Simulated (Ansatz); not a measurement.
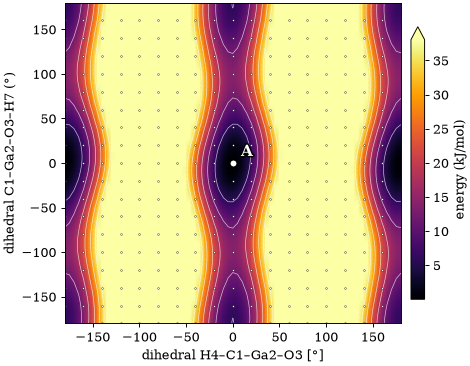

CH₄GaO, SMILES [CH2-][GaH][OH], charge −1. The first coordinate is: dihedral H4–C1–Ga2–O3; the second: dihedral C1–Ga2–O3–H7. Nothing is relaxed (all other coordinates rigid). The scan uses an 18 × 18 grid; 164 points were computed and 160 follow by symmetry. Points are written as (first, second). Energies: kJ/mol, counted from the relaxed molecule at the same level. These are results of RHF/def2-SVPD in Ansatz 0.2.0, not measurements.

In the figure: a smooth colour map with a few white contour lines, dots at the grid points, one colour for all values above the top of the scale, the well A. Between grid points the surface is interpolated.

Question: Where is the minimum, and how stiff is the well along each coordinate? Take the well at A.

Answer: The interpolated minimum is at dihedral H4–C1–Ga2–O3 ≈ 0°, dihedral C1–Ga2–O3–H7 ≈ 0°. The curvatures there are about 1.2 eV/rad² and 0.26 eV/rad², with a cross term of about −0.11 eV/rad². Round the minimum the valley is somewhat tilted: raising dihedral H4–C1–Ga2–O3 shifts the best value of dihedral C1–Ga2–O3–H7 upwards (coupling k₁₂/√(k₁₁k₂₂) about −0.2). (1 eV is 96.5 kJ/mol.)
